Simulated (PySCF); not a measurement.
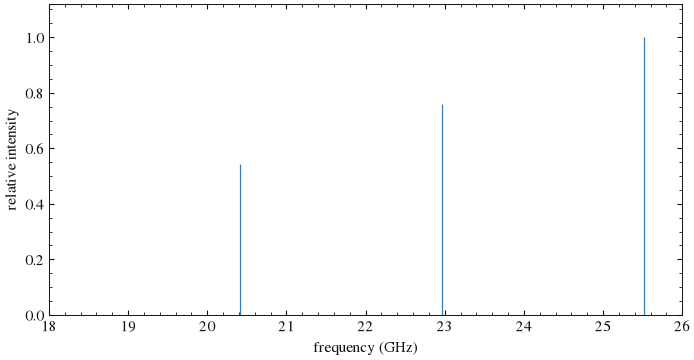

Simulated rotational absorption lines between 18 and 26 GHz at 10 K: rigid rotor with the equilibrium constants and dipole of one optimised conformer (PBE0-D3(BJ)/def2-SVP, PySCF 2.14.0), commonest isotopes; no centrifugal distortion, hyperfine structure, internal rotation or nuclear-spin weights; lines within 1 MHz of each other are summed.

Which molecule gives this spectrum?
A. CH₅B₂Br, SMILES BCBBr
B. C₂H₉PSi₂, SMILES [SiH3]/C=C\[SiH2]P
C. C₃H₆Cl₂Si, SMILES C=C[C@H](Cl)[SiH2]Cl
D. GeBrF₃, SMILES [F][Ge]([F])([F])[Br], singlet

Answer. Option D. Rotational constants A, B, C = 3.525, 1.276, 1.276 GHz, |μa|, |μb|, |μc| = 1.69, 0.00, 0.00 D.

Known limits of this run: coarse grid, loose stop and no frequency check, small forces are noise and the end may be a saddle.
